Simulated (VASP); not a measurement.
## S on W(100): which site?

Where does S sit on W(100), and how strongly does it bind?

Main program and level: VASP 6.6.1; PBE; plane waves and PAW (W), in the first sound run; inputs show where later runs differ.

## 1. The starting structure

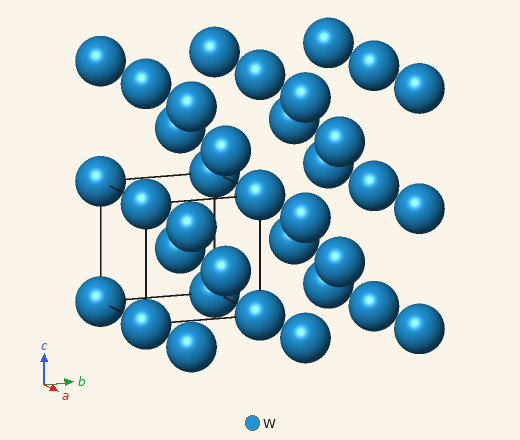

The starting structure, seen slightly off an axis (tungsten blue). 2×2×2 cells are drawn. This picture shows the conventional cell, with its axes. Some periodic images of atoms are drawn too.

Structure file:

```cif
data_structure
_symmetry_space_group_name_H-M 'P 1'
_symmetry_Int_Tables_number 1
_cell_length_a 2.7366
_cell_length_b 2.7366
_cell_length_c 2.7366
_cell_angle_alpha 109.471
_cell_angle_beta 109.471
_cell_angle_gamma 109.471
_cell_volume 15.78
loop_
_atom_site_label
_atom_site_type_symbol
_atom_site_fract_x
_atom_site_fract_y
_atom_site_fract_z
_atom_site_occupancy
W1 W 0.00000 0.00000 0.00000 1
```

## 2. The bulk reference, job relaxation, k-mesh 17×17×17

The bulk crystal is relaxed first, so that the slabs are cut at this functional's lattice.

INCAR

```
SYSTEM = W
PREC = Accurate
ENCUT = 420
EDIFF = 1E-06
NELM = 120
ISMEAR = 1
SIGMA = 0.15
LREAL = .FALSE.
ALGO = Normal
GGA = PE
NBANDS = 9
LASPH = .TRUE.
LORBIT = 11
LWAVE = .FALSE.
LCHARG = .FALSE.
KPAR = 4
IBRION = 2
NSW = 30
ISIF = 3
EDIFFG = -0.01
POTIM = 0.4
```

POSCAR

```
W
1.0
   -1.5800000000      1.5800000000      1.5800000000
    1.5800000000     -1.5800000000      1.5800000000
    1.5800000000      1.5800000000     -1.5800000000
W
1
Direct
    0.0000000000      0.0000000000      0.0000000000
```

KPOINTS

```
Automatic mesh
0
Gamma
17 17 17
0 0 0
```

The projector-augmented-wave data sets are W (PBE family, release 64).

The run is started by

```console
$ mpirun -np 4 vasp_std
```

The log of the run:

```text
[banner, memory and clock lines left out]
running    4 mpi-ranks, on    1 nodes
 distrk:  each k-point on    1 cores,    4 groups
 distr:  one band on    1 cores,    1 groups

 POSCAR found type information on POSCAR W
 POSCAR found :  1 types and       1 ions
 LDA part: xc-table for (Slater+PW92), standard interpolation
 POSCAR, INCAR and KPOINTS ok, starting setup
 FFT: planning ... GRIDC
 FFT: planning ... GRID_SOFT
 FFT: planning ... GRID
 WAVECAR not read
 entering main loop
       N       E                     dE             d eps       ncg     rms          rms(c)
DAV:   1     0.465199577683E+01    0.46520E+01   -0.26455E+03  2994   0.477E+02
DAV:   2    -0.133464871483E+02   -0.17998E+02   -0.17222E+02  3422   0.119E+02
DAV:   3    -0.136881063775E+02   -0.34162E+00   -0.33860E+00  3434   0.132E+01
DAV:   4    -0.136891257666E+02   -0.10194E-02   -0.10192E-02  3452   0.734E-01
DAV:   5    -0.136891279581E+02   -0.21915E-05   -0.21923E-05  3466   0.312E-02    0.207E+01
DAV:   6    -0.132109703475E+02    0.47816E+00   -0.34074E-01  3302   0.379E+00    0.102E+01
DAV:   7    -0.130200553888E+02    0.19091E+00   -0.42212E-01  3420   0.405E+00    0.331E-01
DAV:   8    -0.130184826724E+02    0.15727E-02   -0.23077E-03  3201   0.365E-01    0.133E-01
DAV:   9    -0.130183116584E+02    0.17101E-03   -0.20141E-04  3544   0.695E-02    0.221E-02
DAV:  10    -0.130183119761E+02   -0.31768E-06   -0.18038E-05  3449   0.303E-02    0.221E-02
DAV:  11    -0.130183106703E+02    0.13058E-05   -0.71513E-07  1822   0.798E-03    0.470E-03
DAV:  12    -0.130183107104E+02   -0.40101E-07   -0.29604E-08  1567   0.204E-03
   1 F= -.13018311E+02 E0= -.13018181E+02  d E =-.130183E+02
 curvature:   0.00 expect dE= 0.000E+00 dE for cont linesearch  0.000E+00
 trial: gam= 0.00000 g(F)=  0.936E-65 g(S)=  0.148E-01 ort = 0.000E+00 (trialstep = 0.100E+01)
 search vector abs. value=  0.148E-01
 bond charge predicted
       N       E                     dE             d eps       ncg     rms          rms(c)
DAV:   1    -0.130178725464E+02    0.43812E-03   -0.57297E-01  2987   0.535E+00    0.228E+00
DAV:   2    -0.130092313322E+02    0.86412E-02   -0.90347E-03  3333   0.713E-01    0.978E-01
DAV:   3    -0.130067626766E+02    0.24687E-02   -0.63386E-03  3697   0.489E-01    0.239E-02
DAV:   4    -0.130067750964E+02   -0.12420E-04   -0.45663E-05  3284   0.439E-02    0.113E-02
DAV:   5    -0.130067884439E+02   -0.13347E-04   -0.37210E-05  3337   0.288E-02    0.370E-03
DAV:   6    -0.130067887629E+02   -0.31906E-06   -0.32766E-07  2086   0.457E-03
   2 F= -.13006789E+02 E0= -.13006772E+02  d E =0.115219E-01
 trial-energy change:    0.011522  1 .order    0.011176   -0.014786    0.037138
 step:   0.2768(harm=  0.2848)  dis= 0.00000  next Energy=   -13.020349 (dE=-0.204E-02)
 bond charge predicted
       N       E                     dE             d eps       ncg     rms          rms(c)
DAV:   1    -0.130260992653E+02   -0.19311E-01   -0.30616E-01  3006   0.399E+00    0.164E+00
DAV:   2    -0.130216319912E+02    0.44673E-02   -0.43516E-03  3355   0.481E-01    0.710E-01
DAV:   3    -0.130202869019E+02    0.13451E-02   -0.34782E-03  3767   0.368E-01    0.163E-02
DAV:   4    -0.130203019371E+02   -0.15035E-04   -0.23020E-05  3268   0.318E-02    0.116E-02
DAV:   5    -0.130203143569E+02   -0.12420E-04   -0.17539E-05  3387   0.203E-02    0.283E-03
DAV:   6    -0.130203144455E+02   -0.88598E-07   -0.17301E-07  1712   0.326E-03
   3 F= -.13020314E+02 E0= -.13020214E+02  d E =-.200374E-02
 curvature:  -0.14 expect dE=-0.602E-07 dE for cont linesearch -0.602E-07
 trial: gam= 0.00000 g(F)=  0.279E-64 g(S)=  0.423E-06 ort =-0.791E-04 (trialstep = 0.855E+00)
 search vector abs. value=  0.423E-06
 reached required accuracy - stopping structural energy minimisation
```

Wall time 13 s (4 MPI ranks of Intel Xeon Platinum 8488C (Sapphire Rapids), shared host); peak memory 0.52 GiB; 31 s of CPU time.

The logs omit lines about the potential files and the build; timing stands in the text.

OUTCAR, selected parts (step 2):

```text
ion  position               nearest neighbor table
   1  0.000  0.000  0.000-

  LATTYP: Found a body centered cubic cell.
 ALAT       =     3.1600000000

 Subroutine GETGRP returns: Found 48 space group operations
 (whereof 48 operations were pure point group operations)

The static configuration has the point symmetry O_h .

 Found    165 irreducible k-points:

   k-points           NKPTS =    165   k-points in BZ     NKDIM =    165   number of bands    NBANDS=      9

   dimension x,y,z NGX =    18 NGY =   18 NGZ =   18
   dimension x,y,z NGXF=    36 NGYF=   36 NGZF=   36

   ENCUT  =  420.0 eV  30.87 Ry    5.56 a.u.   4.57  4.57  4.57*2*pi/ulx,y,z

   NELECT =       6.0000    total number of electrons

 k-points in reciprocal lattice and weights: Automatic mesh
   0.00000000  0.00000000  0.00000000       0.000
   0.05882353  0.00000000  0.00000000       0.002
   0.11764706  0.00000000  0.00000000       0.002
   0.17647059  0.00000000  0.00000000       0.002
   0.23529412  0.00000000  0.00000000       0.002
   0.29411765  0.00000000  0.00000000       0.002
   0.35294118  0.00000000  0.00000000       0.002
   0.41176471  0.00000000  0.00000000       0.002
   0.47058824  0.00000000  0.00000000       0.002
[...]
-0.47058824 -0.47058824  0.41176471       0.002
  -0.47058824  0.47058824  0.47058824       0.001

 average (electrostatic) potential at core
       1 -38.0151

 E-fermi :   7.7736

 k-point     1 :       0.0000    0.0000    0.0000
  band No.  band energies     occupation
      1      -1.8333      2.00000
      2       6.5031      2.00000
      3       6.5031      2.00000
      4       6.5031      2.00000
      5       9.9529     -0.00000
      6       9.9529     -0.00000
      7      22.9495      0.00000
      8      22.9495      0.00000
      9      22.9495      0.00000

 k-point     2 :       0.0588    0.0000    0.0000
  band No.  band energies     occupation
      1      -1.6711      2.00000
      2       6.4033      2.00000
      3       6.4819      2.00000
      4       6.6641      2.00000
      5       9.7953     -0.00000
      6       9.9555     -0.00000
      7      23.0888      0.00000
      8      23.2326      0.00000
      9      23.3459      0.00000

 k-point     3 :       0.1176    0.0000    0.0000
  band No.  band energies     occupation
      1      -1.2029      2.00000
      2       6.1295      2.00000
      3       6.3855      2.00000
      4       7.1413      2.00000
      5       9.4692     -0.00000
      6       9.9715     -0.00000
      7      23.4207      0.00000
      8      24.0536      0.00000
      9      24.3232      0.00000

  Total       -0.0019115     -0.0019115     -0.0019115      0.0000000      0.0000000      0.0000000
  in kB       -0.1919068     -0.1919068     -0.1919068      0.0000000      0.0000000      0.0000000
  external PRESSURE =      -0.1919068 kB  Pullay stress =       0.0000000 kB

  energy-cutoff  :      420.00
  volume of cell :       15.96
      direct lattice vectors                 reciprocal lattice vectors
    -1.586030819  1.586030819  1.586030819     0.000000000  0.315252386  0.315252386
     1.586030819 -1.586030819  1.586030819     0.315252386  0.000000000  0.315252386
     1.586030819  1.586030819 -1.586030819     0.315252386  0.315252386  0.000000000

 POSITION                                       TOTAL-FORCE (eV/Angst)
 -----------------------------------------------------------------------------------
      0.00000      0.00000      0.00000        -0.000000     -0.000000      0.000000
 -----------------------------------------------------------------------------------
    total drift:                                0.000000      0.000000      0.000000

  FREE ENERGIE OF THE ION-ELECTRON SYSTEM (eV)
  ---------------------------------------------------
  free  energy   TOTEN  =       -13.0203144455 eV

  energy  without entropy=      -13.0200146012  energy(sigma->0) =      -13.02021450

 reached required accuracy - stopping structural energy minimisation

 total charge
# of ion       s       p       d       tot
------------------------------------------
    1        0.674   0.721   4.144   5.539

[... 3 further parts left out ...]
```

CONTCAR:

```
W
   1.00000000000000
    -1.5860308191253594    1.5860308191253594    1.5860308191253594
     1.5860308191253594   -1.5860308191253594    1.5860308191253594
     1.5860308191253594    1.5860308191253594   -1.5860308191253594
  W
     1
Direct
     0.0000000000000000    0.0000000000000000    0.0000000000000000
```

The data set W keeps the semicore shell frozen, which is cheaper and a little less accurate. The run keeps the 48 symmetry operations of its start, so it cannot find a distortion of lower symmetry.

The steps of the relaxation:

```csv
step,energy less that of the first step (eV),largest force (eV/Å),pressure (GPa),volume (Å³)
1,0.0000,0.0000,3.63,15.78
2,0.0115,0.0000,-8.75,16.44
3,-0.0020,0.0000,-0.02,15.96
```

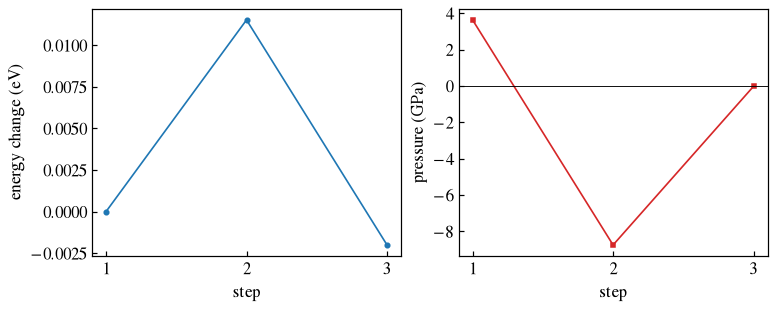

Energy and pressure along the relaxation.

```csv
"conventional cell, symmetrised",before,after,change
a (Å),3.160,3.172,+0.4 %
b (Å),3.160,3.172,+0.4 %
c (Å),3.160,3.172,+0.4 %
volume (Å³/atom),15.78,15.96,+1.1 %
```

The relaxed structure:

```
W
1.0
    -1.58603    1.58603    1.58603
     1.58603   -1.58603    1.58603
     1.58603    1.58603   -1.58603
W
1
Direct
  0.00000 0.00000 0.00000
```

This step gave:

```
electronic cycles       : 24
electrons               : 6
free energy (TOTEN)     : -13.02 eV
energy at zero smearing : -13.02 eV
Fermi energy            : 7.774 eV
metallic                : yes
```

The run ended after 3 ionic steps, 0.002 eV below its first step, once forces and stress met EDIFFG = -0.01.

Energy at zero smearing: -13.02021 eV.

## 3. The bulk reference, job self-consistent run, k-mesh 21×21×21

INCAR

```
SYSTEM = W
PREC = Normal
ENCUT = 320
EDIFF = 1E-06
NELM = 120
ISMEAR = 1
SIGMA = 0.15
LREAL = .FALSE.
ALGO = Fast
GGA = PE
NBANDS = 9
LASPH = .TRUE.
LORBIT = 11
LWAVE = .FALSE.
LCHARG = .FALSE.
KPAR = 4
```

POSCAR

```
W
1.0
   -1.5860308191      1.5860308191      1.5860308191
    1.5860308191     -1.5860308191      1.5860308191
    1.5860308191      1.5860308191     -1.5860308191
W
1
Direct
    0.0000000000      0.0000000000      0.0000000000
```

KPOINTS

```
Automatic mesh
0
Gamma
21 21 21
0 0 0
```

The run is started by

```console
$ mpirun -np 4 vasp_std
```

The log of the run:

```text
[... set-up lines as in an earlier step ...]
 entering main loop
       N       E                     dE             d eps       ncg     rms          rms(c)
DAV:   1    -0.936544708897E+00   -0.93654E+00   -0.22076E+03  5486   0.371E+02
DAV:   2    -0.134749939859E+02   -0.12538E+02   -0.12006E+02  5976   0.964E+01
DAV:   3    -0.137006980308E+02   -0.22570E+00   -0.22442E+00  5998   0.101E+01
DAV:   4    -0.137012334810E+02   -0.53545E-03   -0.53542E-03  5986   0.519E-01
[...]
RMM:  12    -0.130128313752E+02   -0.36630E-05   -0.15539E-05  5706   0.232E-02    0.591E-02
RMM:  13    -0.130128271123E+02    0.42629E-05   -0.35436E-06  5534   0.132E-02    0.300E-02
RMM:  14    -0.130128271900E+02   -0.77702E-07   -0.33030E-07  3419   0.470E-03
   1 F= -.13012827E+02 E0= -.13012504E+02  d E =-.971017E-03
```

It took 6.4 s on 4 MPI ranks; peak memory 0.45 GiB.

Parts of OUTCAR (step 3):

```text
  Total       -0.0899007     -0.0899007     -0.0899007      0.0000000      0.0000000      0.0000000
  in kB       -9.0256571     -9.0256571     -9.0256571      0.0000000      0.0000000      0.0000000
  external PRESSURE =      -9.0256571 kB  Pullay stress =       0.0000000 kB

 POSITION                                       TOTAL-FORCE (eV/Angst)
 -----------------------------------------------------------------------------------
      0.00000      0.00000      0.00000        -0.000000     -0.000000      0.000000
 -----------------------------------------------------------------------------------
    total drift:                               -0.000000      0.000000     -0.000000

  FREE ENERGIE OF THE ION-ELECTRON SYSTEM (eV)
  ---------------------------------------------------
  free  energy   TOTEN  =       -13.0128271900 eV

  energy  without entropy=      -13.0118561731  energy(sigma->0) =      -13.01250352

[... 3 further parts left out ...]
[key lines of the parts left out:]
E-fermi :   7.8244
```

Numbers from this step:

```
electronic cycles       : 14
free energy (TOTEN)     : -13.01 eV
energy at zero smearing : -13.01 eV
Fermi energy            : 7.824 eV
```

Energy at zero smearing: -13.01250 eV.

The run ends at a pressure of -0.90 GPa.

(Part 1 of 8 ends here.)

[Lines on the potential files, build, host, timing and source positions are cut from VASP's logs without a mark.]

[Logs are printed without paths, hosts, clocks, repeated set-up lines and the standing remarks that a program may print on its own settings, such as how far it seeks lower states.]

[Hosts, paths, dates, database ids (printed as entryN), source tags and the programs' standing remarks are cut or masked in the printed files.]

[Runs that stopped without an error message from VASP are left out.]
